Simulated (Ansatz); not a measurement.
**MnRu: how the settings move a single-point run**

Question: which choices in the input matter for MnRu?

Computed with Ansatz 0.2.0 (reference: DFT, PBEsol, PAW with Ansatz's default frozen-core files, scalar-relativistic, unless a step's input says otherwise).

## 1. The system as given

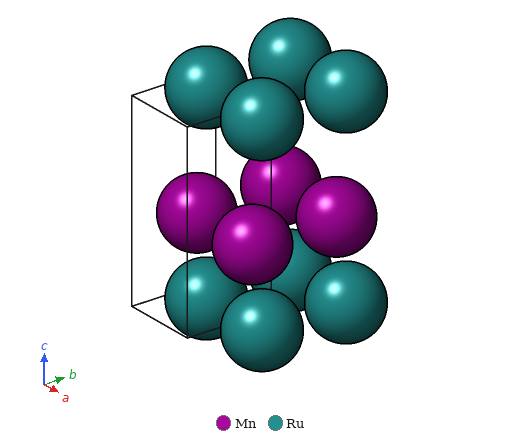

The starting structure, seen slightly off an axis (manganese purple, ruthenium teal). 2×2×1 cells are drawn. Atoms on the faces are drawn again on the opposite ones.

Structure file:

```xyz
2
Lattice="2.6252 0.0000 0.0000 -1.3126 2.2735 0.0000 0.0000 0.0000 4.0655" Properties=species:S:1:pos:R:3 pbc="T T T"
Mn    1.3126    0.7578    2.0328
Ru    0.0000    1.5157    0.0000
```

## 2. Baseline

input.yaml reads:

```yaml
crystal:
  lattice:
    - [2.6252191426, 0.0, 0.0]
    - [-1.3126095713, 2.273506468, 0.0]
    - [0.0, 0.0, 4.06550715]
  atoms:
    - { symbol: Mn, position: [0.6666666667, 0.3333333333, 0.5] }
    - { symbol: Ru, position: [0.3333333333, 0.6666666667, 0.0] }
kpoints:
  mp_grid: { grid: [13, 13, 7] }
scf:
  occupations: { method: fermi_dirac, width: 0.05 }
  lower_state_search: "off"
hamiltonian:
  xc: pbesol
  pseudopotentials: { kind: paw }
output:
  forces: true
  stress: true
  eigenvalues: true
```

The run is started by

```console
ansatz run input.yaml --threads 1 --pin off --max-ram 3072MiB --backend cpu --events-out ev --progress --plain --runs-dir out
```

From the output:

```text
[...]
Basis set: ecut = 420 eV, 487 PW (Γ), exchange–correlation on 36×36×60 points (8 copies of the dense FFT grid, shifted against one another)
[...]
k-points: 84 of 1183 (time reversal used)
[...]
SCF iter   1: F=—  HF=-9685.234780 eV  |F-HF|=—  |Δ(HF+E_count)|=         —  Δρ=1.33e-2  dr2=2.61e-2  ethr=1.77e-3  ⟨swp⟩=4.2  Hψ=6548  notcnv=0
preconditioner: auto → none  [metal: Δε(μ)=0.089 eV  Ē_g=5.258 eV  σ=0.050 eV  W_gap=0.42  n_scr=8 (ndim 8)  ℏωp=29.2 eV  f_vac=0.000  D(μ)=1.71/eV (n_scr^D=22)  sad-step TF]
SCF iter   2: F=—  HF=-9685.231593 eV  |F-HF|=—  |Δ(HF+E_count)|=   3.19e-3  Δρ=5.14e-3  dr2=3.22e-3  ethr=8.41e-5  ⟨swp⟩=2.2  Hψ=3013  notcnv=0  defer=1
[...]
SCF iter   5: F=—  HF=-9685.231134 eV  |F-HF|=—  |Δ(HF+E_count)|=   1.82e-6  Δρ=3.96e-5  dr2=1.56e-7  ethr=3.16e-8  ⟨swp⟩=2.5  Hψ=2936  notcnv=0  defer=1
SCF iter   6: F=-9685.231134 eV  HF=-9685.231134 eV  |F-HF|=2.31e-8  |Δ(HF+E_count)|=  6.08e-10  Δρ=1.52e-5  dr2=2.81e-8  ethr=3.23e-10  ⟨swp⟩=5.2  Hψ=7300  notcnv=0
[...]
SCF converged after 6 iterations
Free energy (F): -9685.231134 eV
[...]
E sigma→0 (E₀):  -9685.223287 eV
[...]
Fermi energy:    21.973798 eV
[...]
  P = ⅓ Tr σ = -4.4521 GPa (-44.521 kbar)
[...]
```

Wall time 4.1 s (1 thread of AMD EPYC 7R43 (Zen 3), shared host); peak memory 0.39 GiB.

## 3. Variant: chi_scale 0.3, accuracy low

input.yaml: that of step 2 with these lines changed.

```diff
@@ -13,2 +13,3 @@
   lower_state_search: "off"
+  initial_density: { chi_scale: 0.3 }
 hamiltonian:
@@ -20 +21,2 @@
   eigenvalues: true
+accuracy: low
```

The run is started by

```console
ansatz run input.yaml --threads 1 --pin off --max-ram 3072MiB --backend cpu --events-out ev --progress --plain --runs-dir out
```

Standard output:

```text
Engine: ansatz 0.2.0
Pseudopotentials: kind: paw
Pseudopotential: Mn, paw, valence charge 15, recommended cutoff 420 eV (normal)
Pseudopotential: Ru, paw, valence charge 16, recommended cutoff 420 eV (normal)
Functional definition: PBEsol
  exchange = pbesol_x
  correlation = pbesol_c
Crystal: 2 atoms, lattice volume = 24.265 Å³
Basis set: ecut = 420 eV, 487 PW (Γ), exchange–correlation on 36×36×60 points (8 copies of the dense FFT grid, shifted against one another)
Bands: 20, of which v1, the nominal top of the filled ones, is band 16 counted from 1 (15 counted from 0)
Symmetry: 12 space group operations
Space group: P-6m2 (ITA 187), of the structure as read, at distance tolerance 2.9e-5 Å
k-points: 84 of 1183 (time reversal used)
Non-local potential: Mn, projectors of the file, l = 0: 3, l = 1: 2, l = 2: 3, l = 3: 1
Non-local potential: Ru, projectors of the file, l = 0: 3, l = 1: 2, l = 2: 2, l = 3: 1
PAW form: soft (Blöchl's): semilocal exchange-correlation on the pseudo side does not see the compensation charge
PAW frozen core: Mn, regenerated for the run's functional, and the local potential with it (the file was generated under x = pbe(κ = 0.804, μ = 0.2195149727645171), c = pbe(β = 0.06672455060314922))
PAW frozen core: Ru, regenerated for the run's functional, and the local potential with it (the file was generated under x = pbe(κ = 0.804, μ = 0.2195149727645171), c = pbe(β = 0.06672455060314922))
PAW one-centre angular grid: Mn, 590 points (default); XC on 64 Gauss nodes
PAW one-centre angular grid: Ru, 590 points (default); XC on 64 Gauss nodes
Initial density: superposition of atomic densities (chi_scale 0.3, normalization cell, long waves kept (reshape's long-wave potential 0.00 eV rms))
Initial wavefunctions: pseudopotential atomic-orbital guess
Functional: x = pbesol(κ = 0.804, μ = 0.12345679012345678), c = pbesol(β = 0.046)
SCF iter   1: F=—  HF=-9737.934498 eV  |F-HF|=—  |Δ(HF+E_count)|=         —  Δρ=1.01e0  dr2=4.03e2  ethr=3.10e-3  ⟨swp⟩=4.2  Hψ=6496  notcnv=0
preconditioner: auto → none  [metal: Δε(μ)=0.024 eV  Ē_g=10.840 eV  σ=0.050 eV  W_gap=0.12  n_scr=8 (ndim 8)  ℏωp=29.2 eV  f_vac=0.000  D(μ)=2.01/eV (n_scr^D=22)  sad-step TF]
SCF iter   2: F=—  HF=-9696.682139 eV  |F-HF|=—  |Δ(HF+E_count)|=    4.13e1  Δρ=3.55e-1  dr2=4.91e1  ethr=3.10e-3  ⟨swp⟩=4.1  Hψ=5720  notcnv=0
SCF iter   3: F=—  HF=-9684.836303 eV  |F-HF|=—  |Δ(HF+E_count)|=    1.18e1  Δρ=5.69e-2  dr2=8.02e-1  ethr=3.10e-3  ⟨swp⟩=4.0  Hψ=5193  notcnv=0  defer=5
SCF iter   4: F=—  HF=-9685.073738 eV  |F-HF|=—  |Δ(HF+E_count)|=   2.37e-1  Δρ=4.61e-2  dr2=5.40e-1  ethr=2.59e-3  ⟨swp⟩=2.1  Hψ=2778  notcnv=0
SCF iter   5: F=—  HF=-9685.264114 eV  |F-HF|=—  |Δ(HF+E_count)|=   1.90e-1  Δρ=3.79e-2  dr2=5.34e-1  ethr=1.74e-3  ⟨swp⟩=3.2  Hψ=3123  notcnv=0
SCF iter   6: F=—  HF=-9685.243857 eV  |F-HF|=—  |Δ(HF+E_count)|=   2.03e-2  Δρ=2.23e-2  dr2=2.26e-1  ethr=1.72e-3  ⟨swp⟩=2.0  Hψ=2340  notcnv=0
SCF iter   7: F=—  HF=-9685.232100 eV  |F-HF|=—  |Δ(HF+E_count)|=   1.18e-2  Δρ=6.32e-3  dr2=1.74e-2  ethr=7.28e-4  ⟨swp⟩=2.0  Hψ=2008  notcnv=0
SCF iter   8: F=—  HF=-9685.231262 eV  |F-HF|=—  |Δ(HF+E_count)|=   8.38e-4  Δρ=2.59e-3  dr2=2.83e-3  ethr=5.62e-5  ⟨swp⟩=2.0  Hψ=2097  notcnv=0
SCF iter   9: F=—  HF=-9685.231123 eV  |F-HF|=—  |Δ(HF+E_count)|=   1.39e-4  Δρ=1.19e-4  dr2=5.60e-6  ethr=9.11e-6  ⟨swp⟩=1.0  Hψ=1680  notcnv=0
SCF iter  10: F=—  HF=-9685.231134 eV  |F-HF|=—  |Δ(HF+E_count)|=   1.14e-5  Δρ=2.91e-5  dr2=1.66e-7  ethr=1.81e-8  ⟨swp⟩=2.0  Hψ=2661  notcnv=0
SCF iter  11: F=-9685.231134 eV  HF=-9685.231134 eV  |F-HF|=1.72e-8  |Δ(HF+E_count)|=   5.54e-9  Δρ=1.13e-5  dr2=2.02e-8  ethr=3.23e-10  ⟨swp⟩=4.9  Hψ=7371  notcnv=0
SCF 1 converged in 11 iterations: F = -9685.231134 eV  dr2 = 2.02e-8
SCF converged after 11 iterations
Free energy (F): -9685.231134 eV
Harris-Foulkes:  -9685.231134 eV  (|F-HF|=1.72e-8)
Internal energy: -9685.215438 eV  (E = F + TS)
E sigma→0 (E₀):  -9685.223286 eV
Entropy (-TS):   -0.015696 eV (-7.848 meV/atom)
Fermi energy:    21.973872 eV
--- Per-component energies (eV) ---
  E_band       = -207.227740
  E_kinetic    = 823.617103
  E_local      = -2833.141315  (includes V_loc(G=0)·N_el)
  E_nonlocal   = 582.945903
  E_hartree    = 1060.704232
  E_xc         = -304.920184
  E_vxc        = -387.212410  (∫ρ·V_xc dr)
  E_paw        = -4666.335557  (= ΣΔE_a)
  E_vpaw       = -514.848095  (= ΣTr[D̂ρ^β])
  E_aug_tail   = -0.000198  (compensation charges beyond the density's cutoff)
  E_ewald      = -4348.508367
  E_core_change = 0.422946  (= ΣΔE_core)
  E_smearing   = -0.015696  (= −TS)
  E_closure    = -0.000000  (closes the sum)
  Σ components = -9685.231134   (vs F -9685.231134, Δ=0.00e0)
--- Forces (eV/Å), atoms counted from 1 ---
  atom   1  Mn     0.00000000    -0.00000000    -0.00000000
  atom   2  Ru    -0.00000000     0.00000000     0.00000000
  max |Σ_I F_I| component: 5.09e-17 eV/Å
--- Stress (GPa, compression-positive) ---
       -4.895422       0.000000      -0.000000
        0.000000      -4.895422      -0.000000
       -0.000000      -0.000000      -3.563829
  P = ⅓ Tr σ = -4.4516 GPa (-44.516 kbar)
--- Band table (eV; the first three rows and the last of 84) ---
  k-point 0: bands = ["-56.9243", "-50.8913", "-25.8855", "-25.5944", "-25.5944", "-20.8403", "-20.3772", "-20.3772", "13.8162", "16.2501", "19.6150", "19.6150", "20.7715", "21.1985", "21.1985", "21.2546", "21.2546", "23.3616", "23.4431", "23.4431"]
  k-point 1: bands = ["-56.9241", "-50.8918", "-25.8773", "-25.5942", "-25.5942", "-20.8527", "-20.3775", "-20.3775", "14.0473", "16.3063", "19.5401", "19.5401", "20.6551", "20.9729", "20.9729", "21.5786", "21.5786", "22.6485", "23.4572", "23.4572"]
  k-point 2: bands = ["-56.9236", "-50.8929", "-25.8589", "-25.5938", "-25.5938", "-20.8807", "-20.3781", "-20.3781", "14.6804", "16.4277", "19.4170", "19.4170", "20.2597", "20.7018", "20.7018", "21.3199", "22.1036", "22.1036", "23.4088", "23.4088"]
  k-point 83: bands = ["-56.8651", "-50.7193", "-25.8615", "-25.8065", "-25.8053", "-21.1340", "-20.9894", "-20.7131", "17.3926", "18.1644", "18.3836", "18.7529", "19.3215", "20.4194", "21.4079", "21.8305", "23.3022", "23.5974", "28.3004", "30.3041"]
```

It took 5.8 s on 1 thread of AMD EPYC 7R43 (Zen 3), shared host; peak memory 0.38 GiB.

The changed start doesn't alter the result here (within 0.5 meV/atom). Cost: 11 SCF cycles against 6, 5.8 s against 4.1 s.

## 4. Side by side

```tsv
run	ending	energy change	pressure (GPa)	gap (eV)	force (eV/Å)	cycles	time
reference	converged	0	-4.5	0.00	0.00	6	4.1 s
1: chi_scale 0.3, accuracy low	converged	0.0 meV/atom	-4.5	0.00	0.00	11	5.8 s
```

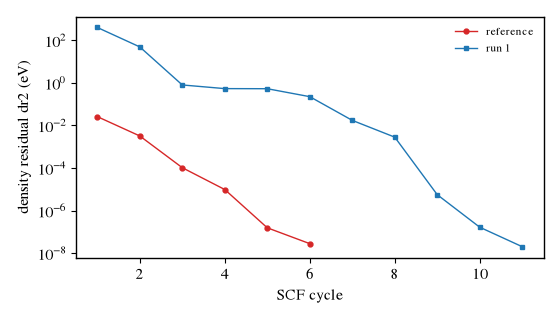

Residual by cycle in the longest SCF loop of each run; runs are numbered as in the table.

**Reading.** The changed start doesn't alter the result here (within 0.5 meV/atom). Cost: 11 SCF cycles against 6, 5.8 s against 4.1 s. The reference leaves spin out although Mn and Ru can carry a moment, so its state need not be the lowest.
